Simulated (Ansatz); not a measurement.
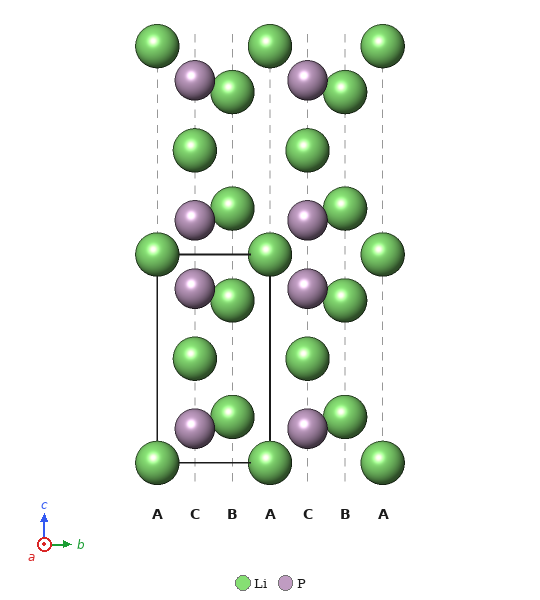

The picture looks along a close-packed row of the hexagonal mesh; c points upwards. The dashed lines mark the three columns A (0, 0), B (1/3, 2/3) and C (2/3, 1/3). The sequence starts with the first layer at or above the cell's origin.

System Li2P; source of the atomic positions: the end point of a relaxation with Ansatz 0.2.0, DFT PBE, scalar-relativistic, plane waves, PAW; the starting structure was generated, so it need not be a known form of this composition.

List the layers of one repeat.

Answer. Li(A) – P(C) – Li(B) – Li(C) – Li(B) – P(C) (six layers in 6.90 Å).
